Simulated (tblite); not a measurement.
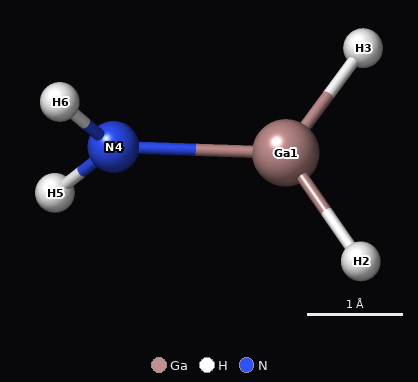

Fig. 1: The structure as given in the input (ball-and-stick view, seen at a tilt; atoms are numbered from 1 in the order of the input). Sticks mark near contacts. Bond lengths as drawn: Ga–H 1.56 Å, Ga–N 1.81 Å and H–N 1.01 Å.

## GaNH4: saddle-point search

System: GaNH4 (GaH2(NH2)), SMILES [H][Ga]([H])[NH2].
Method: GFN2-xTB saddle search (eigenvector following) and harmonic vibrations, gas phase (tblite 0.8.0).

**Input file**
```
{"job": {"xc": "GFN2-xTB", "basis": "xTB", "kind": "saddle"}, "charge": 0, "multiplicity": 1}
Ga     0.421713     0.723046     0.008124
H      1.975208     0.754407    -0.079075
H     -0.332750     2.082020     0.107788
N     -0.504747    -0.837529    -0.008288
H     -0.790412    -1.346760    -0.835822
H     -0.769011    -1.375184     0.807273
```

The first line tells a small driver script what to run in tblite; the rest is the geometry in Å.

Machine: 1 CPU thread, shared host.

Run as:
```bash
OMP_NUM_THREADS=1 python <driver script> task.json out
```

**Output**
```
step      E/eV     max force
  0    -166.84958   0.0613
  1    -166.85015   0.0647
  2    -166.85121   0.0758
  3    -166.85251   0.4238
  4    -166.85332   0.0802
  5    -166.85484   0.1888
  6    -166.85409   0.0596
  7    -166.85523   0.0647
  8    -166.85662   0.0992
  9    -166.85692   0.1264
 10    -166.85676   0.0551
 11    -166.85653   0.0340
 12    -166.85655   0.0068
 13    -166.85655   0.0020
lowest wavenumbers (cm-1): -208.0 316.1 411.1 411.8 528.6 593.6
```

**Trajectory as extended XYZ (Å, eV, eV/Å), 12 frames, from step=0 to step=13**
```
6
Properties=species:S:1:pos:R:3:forces:R:3 step=0 energy=-166.84958
Ga    0.4217    0.7230    0.0081   -0.0150   0.0330  -0.0020
H     1.9752    0.7544   -0.0791    0.0420   0.0020  -0.0050
H    -0.3328    2.0820    0.1078    0.0000   0.0140   0.0060
N    -0.5047   -0.8375   -0.0083   -0.0080   0.0150  -0.0250
H    -0.7904   -1.3468   -0.8358    0.0010  -0.0270   0.0550
H    -0.7690   -1.3752    0.8073   -0.0210  -0.0370  -0.0290
6
Properties=species:S:1:pos:R:3:forces:R:3 step=1 energy=-166.85015
Ga    0.4211    0.7255    0.0074    0.0010   0.0010   0.0000
H     1.9807    0.7549   -0.0565    0.0010   0.0000   0.0010
H    -0.3312    2.0881    0.0853    0.0030  -0.0030  -0.0010
N    -0.5170   -0.8312   -0.0071   -0.0360  -0.0220   0.0460
H    -0.8190   -1.3355   -0.8315    0.0080  -0.0030   0.0080
H    -0.7346   -1.4018    0.8024    0.0220   0.0280  -0.0540
6
Properties=species:S:1:pos:R:3:forces:R:3 step=2 energy=-166.85121
Ga    0.4220    0.7246    0.0074    0.0010   0.0000  -0.0010
H     1.9820    0.7546   -0.0657    0.0050  -0.0010  -0.0010
H    -0.3293    2.0857    0.0945    0.0020  -0.0010   0.0010
N    -0.5381   -0.8196   -0.0066   -0.0560  -0.0330   0.0390
H    -0.7976   -1.3473   -0.8313    0.0210   0.0030   0.0020
H    -0.7390   -1.3981    0.8017    0.0270   0.0320  -0.0410
6
Properties=species:S:1:pos:R:3:forces:R:3 step=3 energy=-166.85251
Ga    0.4235    0.7219    0.0072   -0.0030   0.0050  -0.0030
H     1.9875    0.7520   -0.0517    0.0030  -0.0060   0.0020
H    -0.3264    2.0820    0.0801    0.0060   0.0030  -0.0010
N    -0.5929   -0.7912   -0.0035   -0.1240  -0.3350   0.2280
H    -0.7953   -1.3454   -0.8312    0.0470   0.0780   0.0650
H    -0.6965   -1.4192    0.7992    0.0710   0.2560  -0.2910
6
Properties=species:S:1:pos:R:3:forces:R:3 step=4 energy=-166.85332
Ga    0.4216    0.7219    0.0073    0.0020   0.0010   0.0000
H     1.9846    0.7517   -0.0498    0.0010  -0.0040   0.0020
H    -0.3284    2.0834    0.0777    0.0040   0.0000  -0.0020
N    -0.5685   -0.8067   -0.0022   -0.0290   0.0460   0.0590
H    -0.8067   -1.3362   -0.8308    0.0010  -0.0370  -0.0410
H    -0.7026   -1.4141    0.7979    0.0220  -0.0050  -0.0170
6
Properties=species:S:1:pos:R:3:forces:R:3 step=5 energy=-166.85484
Ga    0.4206    0.7214    0.0074    0.0010   0.0010  -0.0010
H     1.9855    0.7486   -0.0314   -0.0010  -0.0040   0.0060
H    -0.3272    2.0846    0.0582    0.0050  -0.0030  -0.0060
N    -0.5868   -0.7982    0.0020   -0.0420  -0.0600   0.1740
H    -0.8246   -1.3235   -0.8300    0.0000  -0.0260  -0.0340
H    -0.6675   -1.4329    0.7938    0.0380   0.0920  -0.1380
6
Properties=species:S:1:pos:R:3:forces:R:3 step=7 energy=-166.85523
Ga    0.4211    0.7209    0.0074   -0.0020   0.0000   0.0000
H     1.9859    0.7493   -0.0325   -0.0010  -0.0060   0.0050
H    -0.3273    2.0834    0.0589    0.0040   0.0000  -0.0060
N    -0.5878   -0.7980    0.0037   -0.0380  -0.0060   0.0520
H    -0.8230   -1.3239   -0.8299    0.0080  -0.0070  -0.0090
H    -0.6688   -1.4316    0.7924    0.0290   0.0190  -0.0420
6
Properties=species:S:1:pos:R:3:forces:R:3 step=8 energy=-166.85662
Ga    0.4195    0.7199    0.0076   -0.0040   0.0010   0.0000
H     1.9856    0.7457   -0.0256   -0.0020  -0.0060   0.0060
H    -0.3256    2.0836    0.0509    0.0040   0.0020  -0.0070
N    -0.6081   -0.7895    0.0081   -0.0320  -0.0590   0.0730
H    -0.8229   -1.3197   -0.8294    0.0060   0.0080   0.0000
H    -0.6486   -1.4399    0.7884    0.0280   0.0540  -0.0720
6
Properties=species:S:1:pos:R:3:forces:R:3 step=9 energy=-166.85692
Ga    0.4164    0.7192    0.0081   -0.0050   0.0030   0.0010
H     1.9836    0.7404   -0.0300   -0.0020  -0.0060   0.0050
H    -0.3229    2.0852    0.0543    0.0030   0.0050  -0.0060
N    -0.6288   -0.7813    0.0105   -0.0210  -0.1190   0.0370
H    -0.8057   -1.3246   -0.8299    0.0080   0.0440   0.0340
H    -0.6427   -1.4389    0.7870    0.0180   0.0730  -0.0710
6
Properties=species:S:1:pos:R:3:forces:R:3 step=10 energy=-166.85676
Ga    0.4130    0.7201    0.0082    0.0010   0.0020   0.0000
H     1.9799    0.7362   -0.0420    0.0000   0.0000   0.0030
H    -0.3211    2.0887    0.0673    0.0010   0.0000  -0.0040
N    -0.6296   -0.7824    0.0074   -0.0170  -0.0350  -0.0390
H    -0.7857   -1.3348   -0.8310    0.0060   0.0320   0.0380
H    -0.6565   -1.4279    0.7902    0.0090   0.0010   0.0010
6
Properties=species:S:1:pos:R:3:forces:R:3 step=11 energy=-166.85653
Ga    0.4120    0.7200    0.0076    0.0000   0.0010   0.0000
H     1.9786    0.7356   -0.0597   -0.0010   0.0000   0.0000
H    -0.3197    2.0890    0.0868    0.0010  -0.0010   0.0000
N    -0.6328   -0.7819    0.0011   -0.0070  -0.0250  -0.0150
H    -0.7585   -1.3503   -0.8313    0.0050   0.0170   0.0290
H    -0.6797   -1.4125    0.7954    0.0020   0.0070  -0.0140
6
Properties=species:S:1:pos:R:3:forces:R:3 step=13 energy=-166.85655
Ga    0.4116    0.7200    0.0075    0.0000   0.0000   0.0000
H     1.9781    0.7352   -0.0615    0.0000   0.0000   0.0000
H    -0.3192    2.0891    0.0889    0.0000   0.0000   0.0000
N    -0.6340   -0.7816    0.0003    0.0000   0.0000  -0.0020
H    -0.7549   -1.3519   -0.8305    0.0000   0.0010   0.0010
H    -0.6815   -1.4108    0.7953    0.0000  -0.0010   0.0010
```

**Key numbers**

```json
{"quantity": "outcome", "value": "converged"}
{"quantity": "total energy", "value": "−166.8565 eV"}
{"quantity": "point group", "value": "Cs"}
{"quantity": "wall time", "value": "0.76 s"}
{"quantity": "peak memory", "value": "0.18 GiB"}
```
